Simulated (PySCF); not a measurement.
C₇H₁₄

```xyz
21

C     2.2225   -0.8782    0.7603
C     1.1105   -0.0536    0.1379
C     1.5928    1.2715   -0.5473
C    -0.1374   -0.5053    0.3022
C    -1.4121    0.0613   -0.3212
C    -2.3816   -1.0722   -0.7691
C    -2.1417    1.0841    0.7059
H     2.6248   -0.3538    1.5987
H     2.9989   -1.0622   -0.0686
H     1.8327   -1.7665    1.0966
H     1.6044    1.0525   -1.6073
H     0.9446    2.0866   -0.3459
H     2.5869    1.5092   -0.2936
H    -0.2531   -1.4898    0.8689
H    -1.0196    0.4742   -1.3056
H    -3.4499   -0.7339   -0.7603
H    -2.4571   -1.7696    0.0831
H    -2.2159   -1.5350   -1.7176
H    -1.6765    2.0431    0.7204
H    -2.2133    0.7065    1.7488
H    -3.1726    1.2276    0.3334
```

Geometry: GFN2-xTB, MD frame at 250 fs, 300 K.

Computed with PBE0/pcSseg-1, SCF density, gas phase, non-relativistic (PySCF).

**What can the converged electron density and electron localisation function tell about the bonding?**

C–C (1.34 Å): ρ is about 2.3 e/Å³ halfway; the ELF peaks at about 0.95 between the atoms (a multiple bond).
C–H (1.03 Å): the density is about 2.2 e/Å³ at the midpoint; the ELF climbs to about 1 towards the hydrogen, as it does in any bond to H: a covalent bond by its length.
C–C (1.52 Å): ρ at the midpoint is about 1.7 e/Å³; the ELF peaks at about 0.95 between the atoms (a shared electron pair).

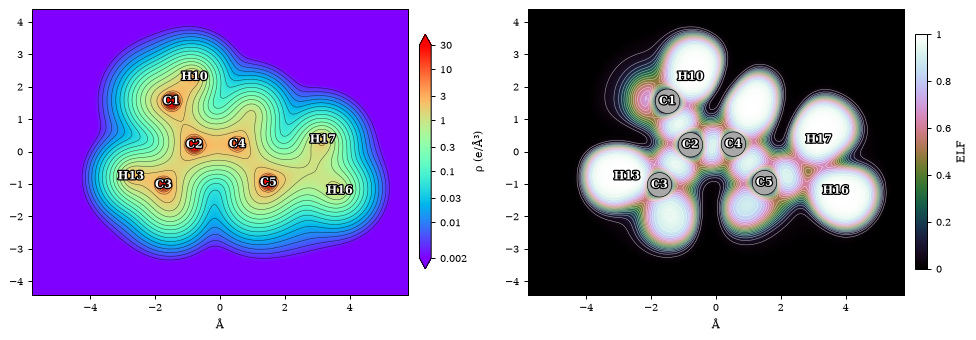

Computed electron density and electron localisation function on the plane of atoms C2, C1 and H10, in this order. Grey discs cover the atomic cores in the ELF map. 
